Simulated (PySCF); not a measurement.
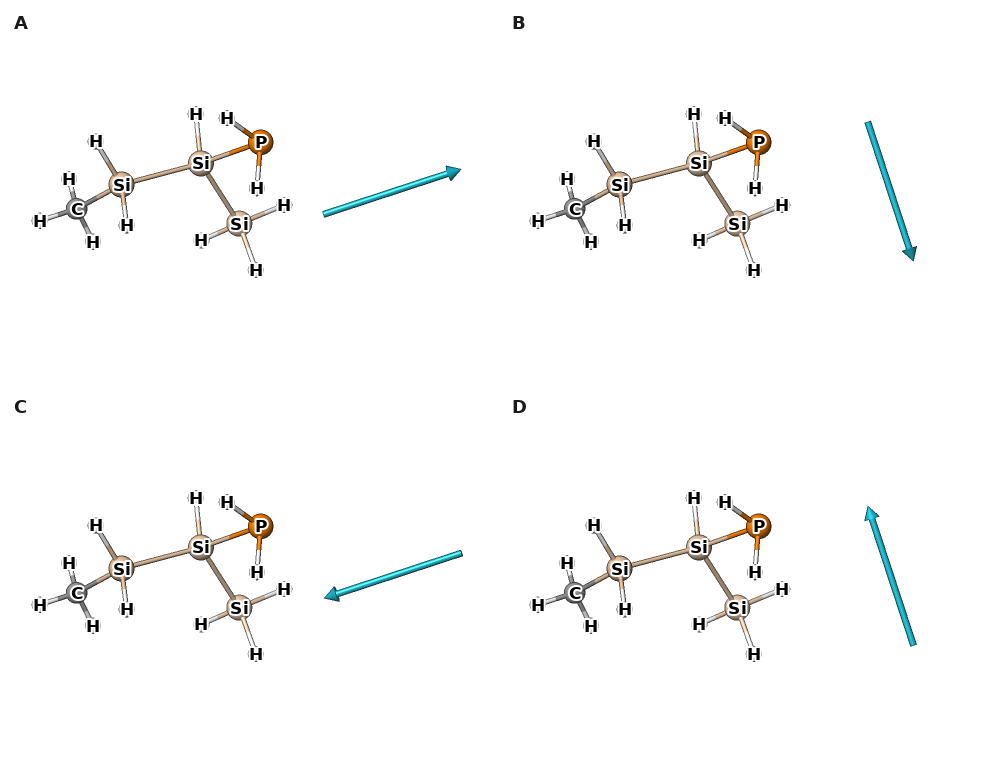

The same molecule four times, each with an arrow. The computed structure is the end point of a GFN2-xTB optimisation. No frequency run is at hand to confirm it as a minimum. Level of theory: B3LYP/def2-SVPD, gas phase (PySCF 2.14.0).

### Which arrow points along the dipole moment, from the negative to the positive end?

C. The dipole moment is 1.21 D.

The geometry is semi-empirical. Around P, Si such bond lengths and angles can be off by a tenth of an ångström or more and by several degrees, and values that hang on the shape move with them.
